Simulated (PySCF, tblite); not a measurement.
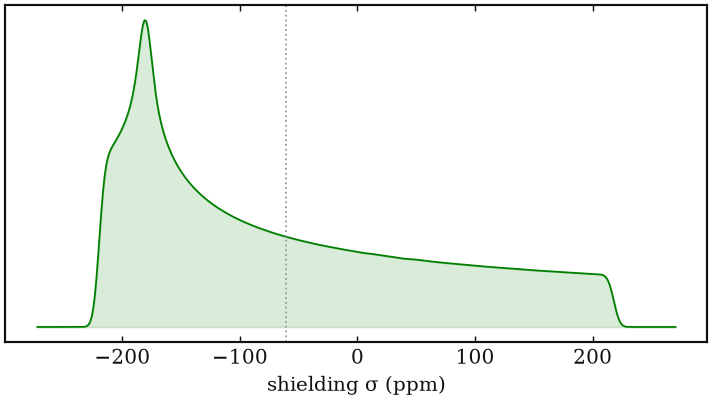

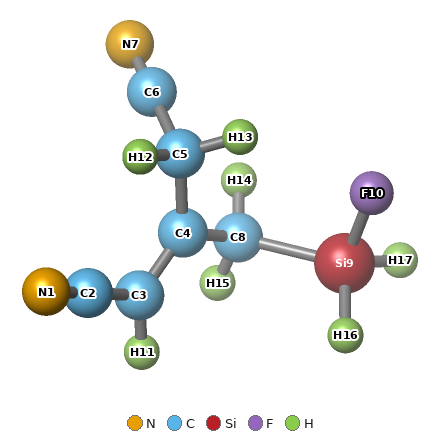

Static powder pattern (¹⁵N) from GIAO shielding tensors of C₆H₇FN₂Si, SMILES N#C/C=C(\CC#N)C[SiH2]F, PBE0/pcSseg-1 with PySCF 2.14.0, at a GFN2-xTB geometry (a minimum by its frequencies); absolute shielding, one fixed geometry of the isolated molecule without any motion, no dipolar terms. The dotted line is the isotropic value; skew is 3(σiso − σ22)/span.

The pattern belongs to N1. Give the principal values, span and skew.

Answer. N1: σ11, σ22, σ33 = −220, −180, 218 ppm, isotropic −61, span 438 ppm, skew 0.82.

Caveats: the tight-binding geometry is rougher than a DFT one and adds to the error; one conformer of a flexible molecule.
